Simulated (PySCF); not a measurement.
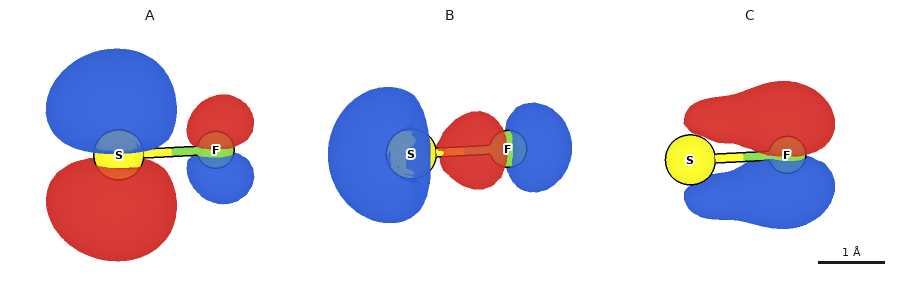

SF (charge +1, triplet). Three frontier β-spin orbitals, each drawn at the value that holds 80 % of its norm (blue and red are the two phases), in no order; of a degenerate pair one member is drawn.

All numbers below come from PBE0/6-311G(d,p), non-relativistic, at a bond length of 1.531 Å in PySCF.

Question: Name the orbitals and rank them from lowest to highest energy.

Answer: Orbital B: σ, occupied in this spin, −22.78 eV; shared between the atoms (S 60 %, F 40 %).
Orbital C: π, occupied in this spin, −22.33 eV; mainly on F (80 %).
Orbital A: π, empty in this spin, −13.04 eV; mainly on S (85 %).
